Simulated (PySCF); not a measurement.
**C2H9BOSi3: density, localisation and related maps**

Input

```
{"job": {"kind": "uv", "xc": "B3LYP", "basis": "def2-SVPD", "nstates": 8, "ntriplets": 3}, "charge": 0, "multiplicity": 1}
C      2.649951     1.254902     1.796561
C      2.727642     0.519726     0.839791
B      2.765322    -0.372685    -0.353845
Si     1.119927    -0.748203    -1.355229
O     -0.209035    -0.131699    -0.629897
Si    -1.088442     0.678582     0.462390
Si    -3.293082     0.327341    -0.092512
H      2.594097     1.893629     2.630877
H      3.798840    -0.831143    -0.670055
H      1.056637    -0.156596    -2.705087
H      0.768274    -2.174512    -1.488741
H     -0.639758     2.077891     0.398921
H     -0.684541     0.174518     1.784682
H     -3.954667     1.547718    -0.574869
H     -3.533978    -0.686644    -1.125440
H     -4.084786    -0.096396     1.071041
```

Launched as:

```sh
OMP_NUM_THREADS=1 python probes_run.py task.json out
```

Geometry: GFN2-xTB.

Method: B3LYP/def2-SVPD, SCF density, gas phase (PySCF 2.14.0).

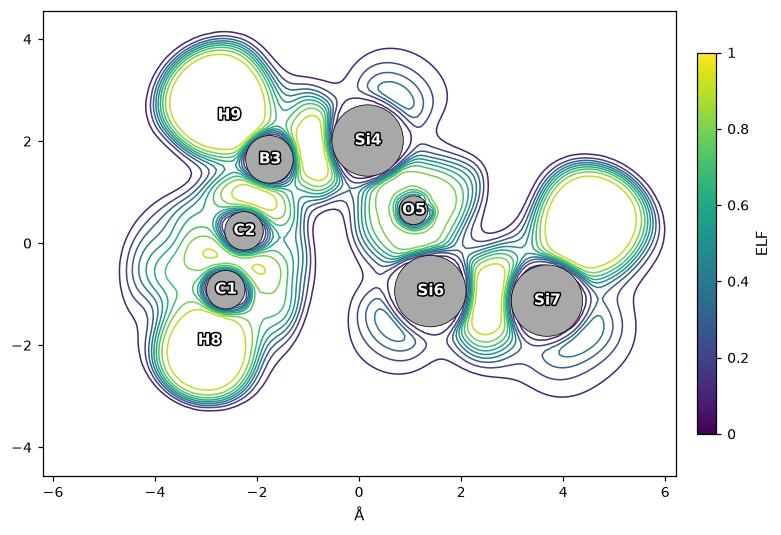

Figure 1. Electron localisation function on the plane of atoms Si4, O5 and Si6. Grey discs cover the atomic cores.

Question: What do the fields say about this system?

Answer: Atoms in the plane: C, B, Si, O and H.
C–C (1.21 Å): the ELF peaks at about 0.85 between the atoms; a short, multiple covalent bond.
C–B (1.49 Å): the ELF peaks at about 0.95 between the atoms: localised, covalent bonding.
Si–O (1.62 Å): the ELF peaks at about 0.85 between the atoms: a polar covalent bond.
Si–B (1.96 Å): the ELF peaks at about 1 between the atoms (localised, covalent bonding).
Si–Si (2.30 Å): the ELF peaks at about 1 between the atoms, as expected for a covalent bond.
The ELF also peaks beside O5, away from the bonds: lone-pair regions.

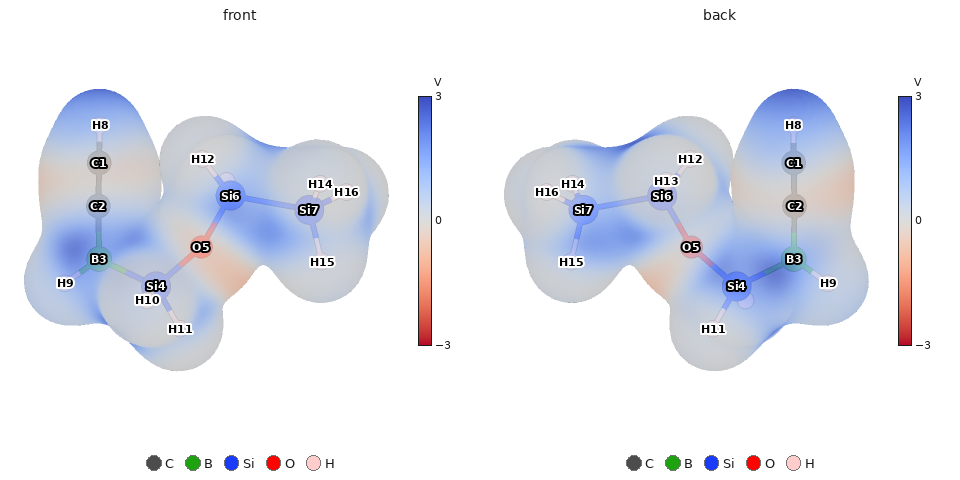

Figure 2. The molecular electrostatic potential painted on the density surface at 0.004 e/bohr³, seen from the front and from behind; the colour scale runs from red (negative) to blue (positive).

Question: Where is the surface potential most negative and most positive?

Answer: The most negative region (about −0.7 V) lies over O5, the most positive (about +2.5 V) over B3, Si4, Si6 and H8.

Question: How polar is the molecule by this calculation?

Answer: Its dipole moment is 1.74 D.
